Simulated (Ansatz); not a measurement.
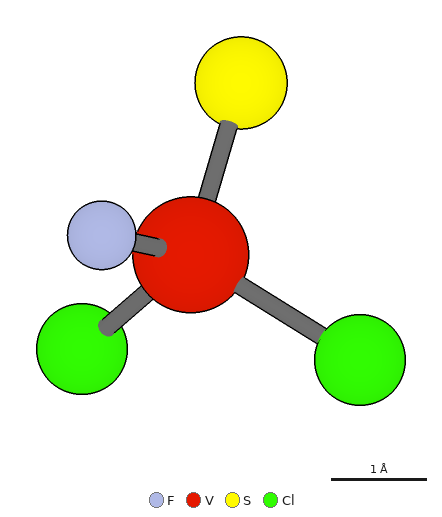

VSCl$_{2}$F, before the relaxation. The picture is a ball-and-stick view, seen at a tilt.

The start comes from PBE-D4/def2-SVP.

Level of theory: RKS PBE0-D4/def2-TZVP (Ansatz).

Input file:
```yaml
crystal:
  periodic: [false, false, false]
  atoms:
    - {symbol: F, position_ang: [-0.224885, -0.213588, 1.763124]}
    - {symbol: V, position_ang: [0.003336, -0.029027, 0.076732]}
    - {symbol: S, position_ang: [1.572690, -1.146560, -0.492943]}
    - {symbol: Cl, position_ang: [-1.729522, -0.700281, -0.988828]}
    - {symbol: Cl, position_ang: [0.428182, 2.015855, -0.399586]}
basis:
  gaussian: {orbitals: def2-TZVP}
hamiltonian: {xc: pbe0, dispersion: d4}
relax: {f_tol: 0.005, max_steps: 150}
```

Where does the relaxation end?

Answer. The energy falls by 0.50 kcal/mol in 3 geometry steps. The largest force component goes from 0.73 to 0.0014 eV/Å. The atom that moves furthest after the best rigid fit is S3 (0.027 Å). By element the largest moves are S 0.027 Å, Cl 0.021 Å, F 0.006 Å, V 0.004 Å. Among the contacts that change: V2–S3 2.009 → 1.978 Å, V2–Cl4 2.142 → 2.124 Å. The run took roughly 50 core-seconds on a shared host.

Final geometry:

```xyz
5

F    -0.2212   -0.2150    1.7585
V     0.0072   -0.0307    0.0753
S     1.5503   -1.1322   -0.4888
Cl   -1.7100   -0.6925   -0.9852
Cl    0.4234    1.9969   -0.4013
```
